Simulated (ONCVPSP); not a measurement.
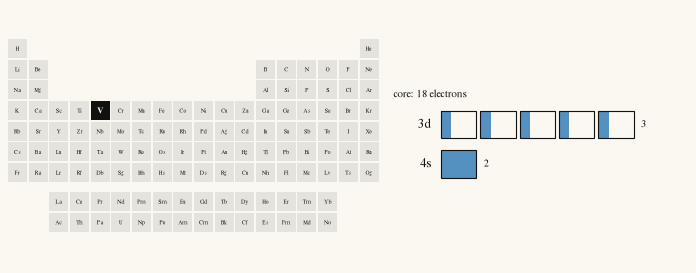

Figure 1. Left, the place of vanadium in the periodic table; right, the valence shells of the reference configuration: a box for each of the 2l + 1 orbitals, shaded by the share of the shell that is filled, with the electron count at the right.

# Run report: V, pseudopotential generation

- system: vanadium (V, Z = 23), core [Ar], reference valence 3d3 4s2, valence charge 5.
- method: ONCV potential, LDA (Perdew-Zunger), scalar-relativistic, made with ONCVPSP 4.0.1

Key numbers:

- outcome: generated, with a ghost state
- cutoffs needed: 26 Ha and 37 Ha (the cutoffs at which the residual kinetic energy of the hardest occupied pseudo-wave falls to 1 and 0.1 mHa per electron)
- ghost test: GHOST(-) flagged for p at -11.0 eV; GHOST(+) flagged for s at 72.9 eV (flags above 300 eV left out)
- configuration tests: 1 of 4 tests not solved
- rms error of d²Exc/dni dnj: 18.82 mHa without and 11.37 mHa with the model core
- largest excitation error among the tests solved: -397 meV (all-electron minus pseudo) for 3d2 4s0
- range over which the phases arctan(r R′/R) at the test radius agree within 0.05 rad (a looser test near the poles than one of phase shifts): s: up to about 2.2 Ha; p: between about 0.0 and 4.5 Ha; d: over the whole range computed; f: not judged, local potential alone
- hardware: 1 CPU thread, shared host
- wall time: 3.3 s

Notes:

The potential has a bound ghost state, so it can't be used as it stands. An excitation error of 397 meV in its own tests makes this a poorly transferable potential. The scattering phases part by more than π/2 and stay apart in s from about 2.7 Ha: a level there is either far displaced or one that only the pseudo-atom has. Warnings of the program, in the generation or the tests: psatom: WARNING lschvkbb convergence error n,l,iter= 3 2 4.

Input file:
```
# ATOM AND REFERENCE CONFIGURATION
# atsym  z   nc   nv     iexc    psfile
  V 23.00    5    2        3      upf
#
#   n    l    f
    1    0    2.00
    2    0    2.00
    2    1    6.00
    3    0    2.00
    3    1    6.00
    3    2    3.00
    4    0    2.00
#
# PSEUDOPOTENTIAL AND OPTIMIZATION
# lmax
    2
#
#   l,   rc,      ep,       ncon, nbas, qcut
    0    2.70    0.00    5   10    1.60
    1    2.15    0.41    4    8    4.10
    2    1.75    0.00    4    9    7.90
#
# LOCAL POTENTIAL
# lloc, lpopt,  rc(5),   dvloc0
    4    1    1.45    2.00
#
# VANDERBILT-KLEINMAN-BYLANDER PROJECTORs
# l, nproj, debl
    0    3    0.90
    1    2    2.20
    2    3    1.50
#
# MODEL CORE CHARGE
# icmod, fcfact, rcfact
    3    4.00    1.45
#
# LOG DERIVATIVE ANALYSIS
# epsh1, epsh2, depsh
   -2.00    5.00    0.02
#
# OUTPUT GRID
# rlmax, drl
    6.00    0.01
#
# TEST CONFIGURATIONS
# ncnf
    4
# nvcnf
#   n    l    f
    2
    3    2    3.00
    4    0    1.00
#
    2
    3    2    3.00
    4    0    0.00
#
    2
    3    2    2.00
    4    0    0.00
#
    2
    3    2    1.00
    4    0    0.00
#
```

Launched with:
```bash
oncvpsp.x < V.dat > V.out
```

The program's output (extracts):
```
ONCVPSP  (Optimized Norm-Conservinng Vanderbilt PSeudopotential)
scalar-relativistic version 4.0.1

#   n    l    f        energy (Ha)
    1    0    2.00    -1.9665188E+02
    2    0    2.00    -2.2089507E+01
    2    1    6.00    -1.8478827E+01
    3    0    2.00    -2.5661056E+00
    3    1    6.00    -1.6153006E+00
    3    2    3.00    -1.9771537E-01
    4    0    2.00    -1.7833988E-01

Reference configufation results
  iterations    25
  all-electron total energy (Ha)   -9.47058325D+02

Begin loop to  construct optimized pseudo wave functions
and semi-local pseudopoentials for all angular momenta

   Wellstate for l =  0  n =  5
     eigenvalue =   0.7217
     asymptotic potential =   1.2217
     half-point radius =  4.3985

   Wellstate for l =  0  n =  6
     eigenvalue =   1.6217
     asymptotic potential =   2.1217
     half-point radius =  4.8532

Calculating optimized projector #   1

 for l=   0

    Fraction of norm inside rc  0.345828
    Optimizing pswf for qcut=   1.60 a_B^-1,  ecut=   1.27 Ha
    Residual kinetic energy error=  1.49D-02 Ha

    Energy error per electron        Cutoff
         Ha          eV             Ha
         0.01000     0.27211        1.56
         0.00100     0.02721       14.32
         0.00010     0.00272       37.26
         0.00001     0.00027       42.25

Calculating optimized projector #   2

 for l=   0

    Fraction of norm inside rc  0.287796
    Optimizing pswf for qcut=   1.60 a_B^-1,  ecut=   1.27 Ha
    Residual kinetic energy error=  1.11D-01 Ha

    Energy error per electron        Cutoff
         Ha          eV             Ha
         0.01000     0.27211        4.62
         0.00100     0.02721       18.22
         0.00010     0.00272       47.05
         0.00001     0.00027       53.89

Calculating optimized projector #   3

 for l=   0

    Fraction of norm inside rc  0.165643
    Optimizing pswf for qcut=   1.60 a_B^-1,  ecut=   1.27 Ha
    Residual kinetic energy error=  2.89D-01 Ha

    Energy error per electron        Cutoff
         Ha          eV             Ha
         0.01000     0.27211        7.01
         0.00100     0.02721       27.42
         0.00010     0.00272       57.11
         0.00001     0.00027       64.45

   Wellstate for l =  1  n =  5
     eigenvalue =   0.4100
     asymptotic potential =   0.9100
     half-point radius =  6.9959

   Wellstate for l =  1  n =  6
     eigenvalue =   2.6100
     asymptotic potential =   3.1100
     half-point radius =  4.0524

Calculating optimized projector #   1

 for l=   1

    Fraction of norm inside rc  0.106278
    Optimizing pswf for qcut=   4.10 a_B^-1,  ecut=   8.42 Ha
    Residual kinetic energy error=  6.24D-04 Ha

    Energy error per electron        Cutoff
         Ha          eV             Ha
         0.01000     0.27211        1.25
         0.00100     0.02721        7.06
         0.00010     0.00272       38.09
         0.00001     0.00027       47.35

Calculating optimized projector #   2

 for l=   1

    Fraction of norm inside rc  0.153424
    Optimizing pswf for qcut=   4.10 a_B^-1,  ecut=   8.42 Ha
    Residual kinetic energy error=  5.11D-02 Ha

    Energy error per electron        Cutoff
         Ha          eV             Ha
         0.01000     0.27211       12.38
         0.00100     0.02721       51.73
         0.00010     0.00272       60.91
         0.00001     0.00027       81.49

   Wellstate for l =  2  n =  5
     eigenvalue =   1.3023
     asymptotic potential =   1.8023
     half-point radius =  4.6135

   Wellstate for l =  2  n =  5
     eigenvalue =   2.8023
     asymptotic potential =   3.3023
     half-point radius =  3.0527

Calculating optimized projector #   1

 for l=   2

    Fraction of norm inside rc  0.727830
    Optimizing pswf for qcut=   7.89 a_B^-1,  ecut=  31.13 Ha
    Residual kinetic energy error=  5.47D-05 Ha

    Energy error per electron        Cutoff
         Ha          eV             Ha
         0.01000     0.27211       22.26
         0.00100     0.02721       26.44
         0.00010     0.00272       30.47
         0.00001     0.00027       87.15

Calculating optimized projector #   2

 for l=   2

    Fraction of norm inside rc  0.097991
    Optimizing pswf for qcut=   7.89 a_B^-1,  ecut=  31.13 Ha
    Residual kinetic energy error=  1.76D-04 Ha

    Energy error per electron        Cutoff
         Ha          eV             Ha
         0.01000     0.27211       22.65
         0.00100     0.02721       27.78
         0.00010     0.00272       34.78
         0.00001     0.00027      108.53

Calculating optimized projector #   3

 for l=   2

    Fraction of norm inside rc  0.208064
    Optimizing pswf for qcut=   7.89 a_B^-1,  ecut=  31.13 Ha
    Residual kinetic energy error=  1.40D-03 Ha

    Energy error per electron        Cutoff
         Ha          eV             Ha
         0.01000     0.27211       26.85
         0.00100     0.02721       31.81
         0.00010     0.00272       49.49
         0.00001     0.00027       96.08

Construct Vanderbilt / Kleinmman-Bylander projectors

B matrix Hermiticity error, ll=   0
   1   2    3.4578E-05
   1   3   -5.8870E-05
   2   3    4.2848E-05

  Orthonormal projector coefficients  2.2242E+02  4.0927E+00  1.1641E+00

B matrix Hermiticity error, ll=   1
   1   2    7.4762E-05

  Orthonormal projector coefficients -4.8635E+00  1.6531E+00

B matrix Hermiticity error, ll=   2
   1   2   -9.0256E-05
   1   3   -1.7257E-04
   2   3   -7.2967E-05

  Orthonormal projector coefficients -9.6038E+00 -5.3027E+00 -1.5539E+00

Model core correction analysis
  based on d2Exc/dn_idn_j

d2excae - all-electron derivatives

   -2.284949D-02   -9.051448D-03
   -9.048986D-03   -2.736577D-02

d2excps - pseudofunction derivatives with no core correction

   -6.013116D-02   -1.258763D-02
   -1.258628D-02   -2.884576D-02

rms 2nd derivative error    1.882240E-02

rmatch, rhocmatch    1.7467    0.4347

Teter function model core charge with specified parameters

d2excps - pseudofunction derivatives with core correction

   -4.552751D-02   -9.903399D-03
   -9.901620D-03   -2.631095D-02

rms 2nd derivative error    1.136726E-02

Pseudoatom total energy   -6.034114

Diagnostic tests using Vanderbilt-Kleinman-Bylander pseudopotentials
  1 or more projectors used as specified by nproj input data

   l    rcore       rmatch      e in        delta e   norm test  slope test

   0   2.7032260   2.7853018  -0.1783399  -0.0000004   1.0000149   1.0000459
   0   2.7032260   2.7853018   0.7216601   0.0000000   1.0000903   1.0000903
   0   2.7032260   2.7853018   1.6216601   0.0000100   1.0001288   1.0001288

   1   2.1535705   2.2189576   0.4100000   0.0000057   1.0002769   1.0002769
run_diag: lschvkbbe ERROR   2   3   1  60  2.61000000E+00  2.29900000E+00
   1   2.1535705   2.2189576   2.6100000  -0.3110000   0.1786340   1.1015524

   2   1.7572265   1.8105797  -0.1977154  -0.0000017   1.0000707   1.0000734
   2   1.7572265   1.8105797   1.3022846   0.0000163   1.0001607   1.0001607
   2   1.7572265   1.8105797   2.8022846   0.0000474   1.0001941   1.0001941

 Testing for bound ghosts
   n   l    E NL Schr. Eq   E Basis Diag.   E Cutoff

   1   0       -0.178340       -0.175923     76.18

       1                       -0.404256     64.72  WARNING - GHOST(-)
   2   1       -0.053476       -0.006377     64.72

   3   2       -0.197717       -0.194864    179.48

 Testing for highly-localized positive-energy ghosts
       l    <radius>/rc     E Basis Diag.   E Cutoff

       0        0.328086        2.678658     76.18  WARNING - GHOST(+)

       0        0.527142      256.989059     76.18  WARNING - GHOST(+)

Test configuration 0

   n   l     f        eae           eps        diff
   1   0  2.0000 -196.65188441
   2   0  2.0000  -22.08950677
   2   1  6.0000  -18.47882682
   3   0  2.0000   -2.56610562
   3   1  6.0000   -1.61530065
   3   2  3.0000   -0.19771537   -0.19771704   -1.66D-06
   4   0  2.0000   -0.17833988   -0.17834024   -3.54D-07

    Total energies and differences
      AE_ref= -9.47058325D+02  AE_tst= -9.47058325D+02  dif=  0.00D+00
      PS_ref= -6.03411416D+00  PS_tst= -6.03411416D+00  dif= -3.55D-15
      PSP excitation error=  3.55D-15

Test configuration 1

   n   l     f        eae           eps        diff
   1   0  2.0000 -196.93740089
   2   0  2.0000  -22.36909328
   2   1  6.0000  -18.75893398
   3   0  2.0000   -2.84834492
   3   1  6.0000   -1.89769501
   3   2  3.0000   -0.47467879   -0.47518447   -5.06D-04
   4   0  1.0000   -0.41034379   -0.41160694   -1.26D-03

    Total energies and differences
      AE_ref= -9.47058325D+02  AE_tst= -9.46766495D+02  dif=  2.92D-01
      PS_ref= -6.03411416D+00  PS_tst= -5.74178877D+00  dif=  2.92D-01
      PSP excitation error= -4.95D-04

Test configuration 2

   n   l     f        eae           eps        diff
   1   0  2.0000 -197.27289633
   2   0  2.0000  -22.69575357
   2   1  6.0000  -19.08636032
   3   0  2.0000   -3.17693991
   3   1  6.0000   -2.22594167
   3   2  3.0000   -0.79322808   -0.79758842   -4.36D-03

    Total energies and differences
      AE_ref= -9.47058325D+02  AE_tst= -9.46231963D+02  dif=  8.26D-01
      PS_ref= -6.03411416D+00  PS_tst= -5.20381686D+00  dif=  8.30D-01
      PSP excitation error= -3.93D-03

Test configuration 3

   n   l     f        eae           eps        diff
   1   0  2.0000 -197.92659877
   2   0  2.0000  -23.37736411
   2   1  6.0000  -19.76539609
   3   0  2.0000   -3.80139962
   3   1  6.0000   -2.83947068
   3   2  2.0000   -1.36753468   -1.38427324   -1.67D-02

    Total energies and differences
      AE_ref= -9.47058325D+02  AE_tst= -9.45160409D+02  dif=  1.90D+00
      PS_ref= -6.03411416D+00  PS_tst= -4.12164134D+00  dif=  1.91D+00
      PSP excitation error= -1.46D-02

Test configuration 4

psatom: WARNING lschvkbb convergence error n,l,iter=   3   2   4
ea(ii),et,emin,emax -2.161885E-01 -2.378074E-01 -2.378074E-01 -2.378074E-01
run_config: WARNING for fully non-local PS atom, stg. 1
 WARNING no output for configuration 5
```

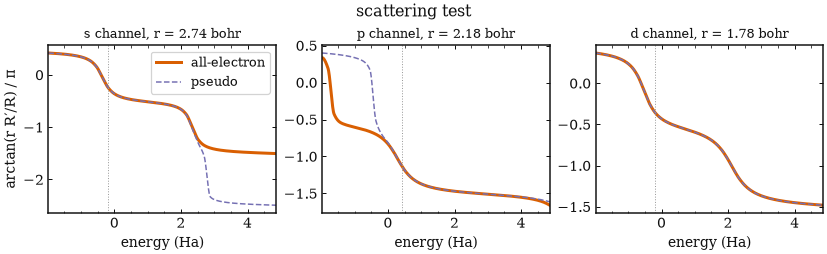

Figure 2. Unwrapped phase arctan(r R′/R) in units of π against energy, all-electron (solid) and pseudo (dashed); the pseudo phase is matched to the all-electron one at the reference energy. Here R(r) is the radial function. A near-vertical step is a level narrower than the spacing of the points behind the curves. The dotted line marks the reference energy of the channel. Not drawn: f: not judged.

- Range over which the phases agree within 0.05 rad: s: up to about 2.2 Ha; p: between about 0.0 and 4.5 Ha; d: over the whole range drawn.
- Ghost states: Going away from the reference energies, the phases part by more than π/2 in: s at about 2.8 Ha (above its reference energy, pseudo phase lower, at the flagged ghost); p at about -0.5 Ha (below its reference energy, pseudo phase higher, at the flagged ghost). Such a step is either a state that only one of the two atoms has or an ordinary level shifted in energy. The separate test gives: GHOST(-) flagged for p at -11.0 eV; GHOST(+) flagged for s at 72.9 eV (flags above 300 eV left out).

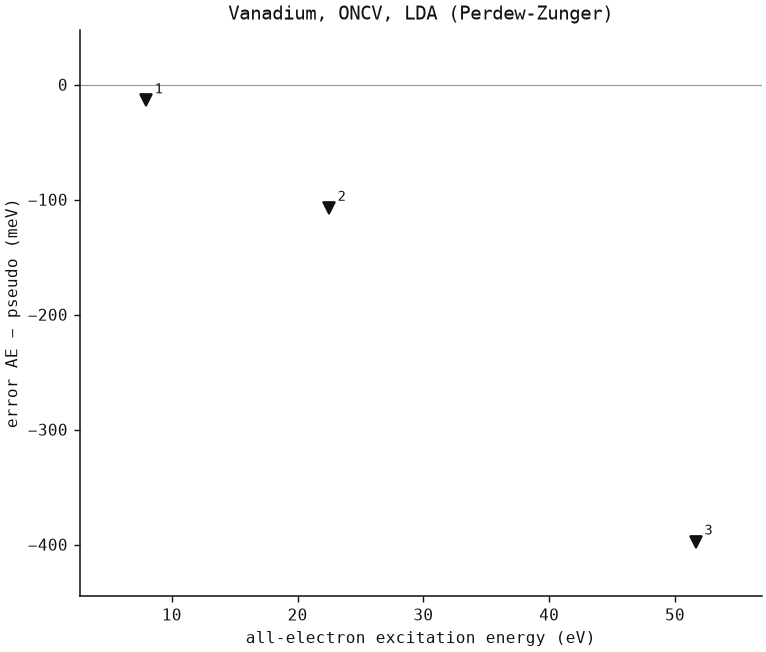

Figure 3. Errors, all-electron minus pseudo, of the energies of valence configurations relative to the unpolarised reference 3d3 4s2. Points: 1 = 3d3 4s1; 2 = 3d3 4s0; 3 = 3d2 4s0. Not all tests gave a result: 1 of 4 tests not solved.

- Worst configuration: 3d2 4s0 (charge +3): the error is -397 meV on an all-electron energy of +51.64 eV relative to the reference, or 0.77 %.
- Errors in meV: 3d3 4s1: -13; 3d3 4s0: -107; 3d2 4s0: -397. The potential isn't sound: its ghost test gives GHOST(-) flagged for p at -11.0 eV; GHOST(+) flagged for s at 72.9 eV (flags above 300 eV left out).

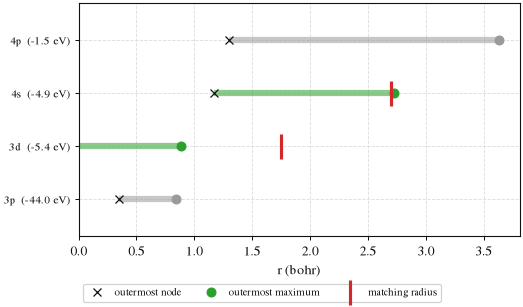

Figure 4. Outer shells of the all-electron reference atom: each bar runs from the outermost node (or the nucleus) to the outermost maximum of u(r); the tick is the radius chosen for the pseudo-wave. Shells without a tick have no pseudo-wave of their own. Levels, nodes and maxima are from ld1.x, scalar-relativistic.

- Radii against the shells: 3d: 1.75 bohr, outside the maximum; 4s: 2.70 bohr, between node and maximum.

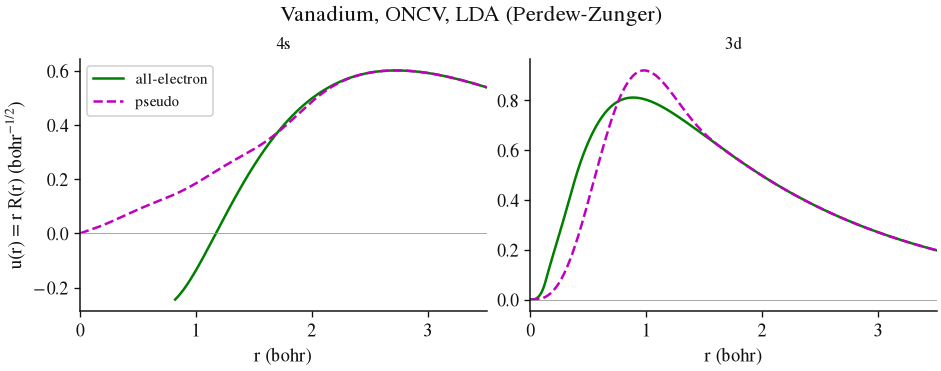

Figure 5. Pseudo-waves (dashed) against the all-electron radial functions (solid). The innermost oscillations of some all-electron curves aren't drawn. Reference configuration 3d3 4s2.

- Matching radii: 4s at 2.70 bohr; 3d at 1.75 bohr. The curves merge smoothly, so the plot gives these only roughly.
- Nodes of the pseudo-waves: 4s has no node; 3d has no node.
- Cutoffs needed: 26 Ha (loose) and 37 Ha (tight), as the cutoffs at which the residual kinetic energy of the hardest occupied pseudo-wave falls to 1 and 0.1 mHa per electron.
